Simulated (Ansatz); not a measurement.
```yaml
crystal:
  periodic: [false, false, false]
  atoms:
    - {symbol: Cl, position_ang: [-1.799850, -1.533763, 0.910628]}
    - {symbol: B, position_ang: [-0.321092, -1.151598, 0.084317]}
    - {symbol: Ge, position_ang: [0.323218, 0.797546, -0.119770]}
    - {symbol: H, position_ang: [0.292004, -2.077316, -0.353521]}
    - {symbol: H, position_ang: [0.473534, 1.133821, -1.615524]}
    - {symbol: H, position_ang: [-0.613897, 1.802233, 0.516322]}
    - {symbol: H, position_ang: [1.718694, 0.945729, 0.515611]}
basis:
  gaussian: {orbitals: def2-TZVPP}
hamiltonian: {xc: pbe0, dispersion: d4}
```

Geometry: relaxed with PBE0-D4/def2-TZVP with one coordinate held away from its value at the minimum.

Describe the molecule in this file.

Formula BClGeH4. Its SMILES string is `Cl[BH][GeH3]`. Among its groups: B–H bond. Coordination: 1 B trigonal planar; 1 Ge tetrahedral.

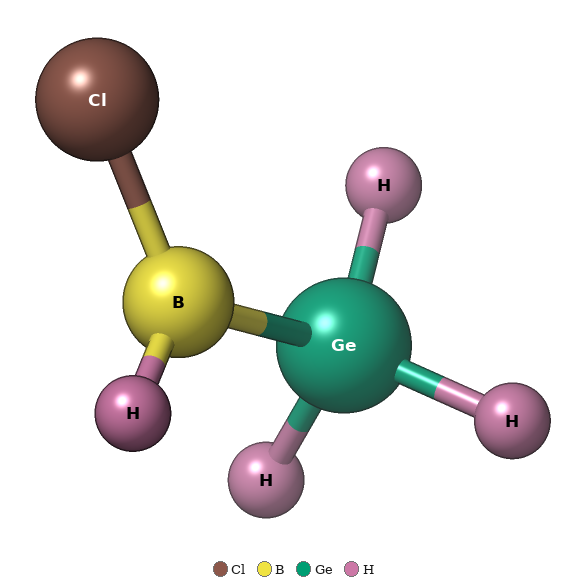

The picture comes from a calculation with Ansatz.
